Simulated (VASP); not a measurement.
Band structure of ZnS (zinc blende). Computed with optB88-vdW, VASP's PBE PAW potentials (set 64) (plane waves; VASP).

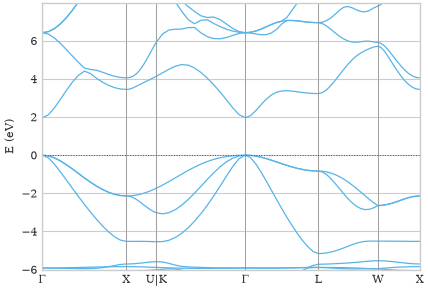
Figure. Bands along high-symmetry lines, zero at the valence-band maximum or, without a gap, the Fermi level

Task: Read the plot: is there a gap, and where are the band edges?

Result: The gap is direct, 1.96 eV, from the valence maximum at Γ to the conduction minimum at Γ. (Edges off the drawn lines would not show.)

Measured: gap 3.94 eV (computed value off by -1.98 eV), as given by Wei Chen et al., Physical Review Materials (2018), doi:10.1103/physrevmaterials.2.073803 [zero-point renormalisation of 0.1 eV added back (the table's ZPR column)].

The compound is ZnS in the zinc blende structure. It was relaxed first.
